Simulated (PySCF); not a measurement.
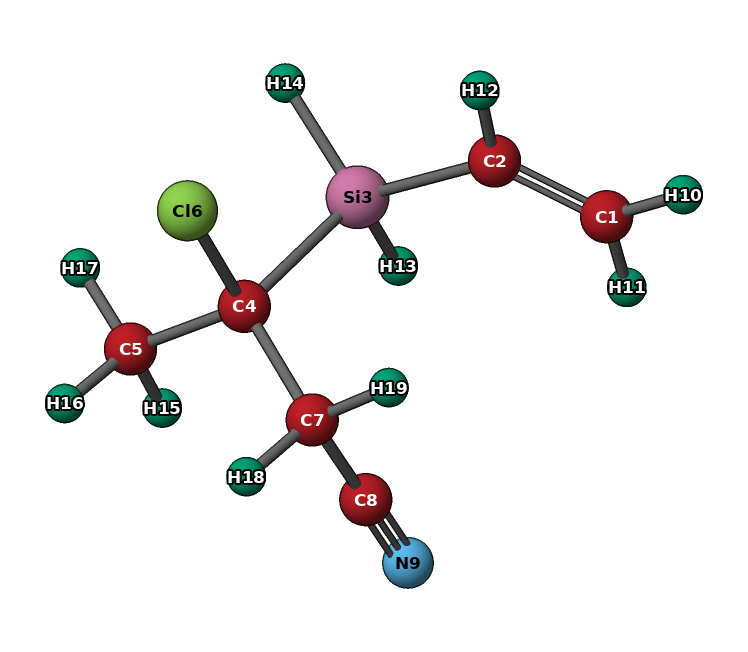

The questions are on isotropic NMR shieldings of the C atoms. The computed structure is the end point of a GFN2-xTB optimisation. No frequency run is at hand to confirm it as a minimum. Properties computed with GIAO PBE0/pcSseg-1 NMR shielding, non-relativistic, gas phase (PySCF 2.14.0).

Give the isotropic NMR shieldings of the C atoms atom by atom.

| atom | σ (ppm) |
| --- | --- |
| C1 | 38.3 |
| C2 | 49.0 |
| C4 | 127.8 |
| C5 | 157.1 |
| C7 | 155.6 |
| C8 | 64.5 |

The geometry is semi-empirical. Around Si such bond lengths and angles can be off by a tenth of an ångström or more and by several degrees, and values that hang on the shape move with them.
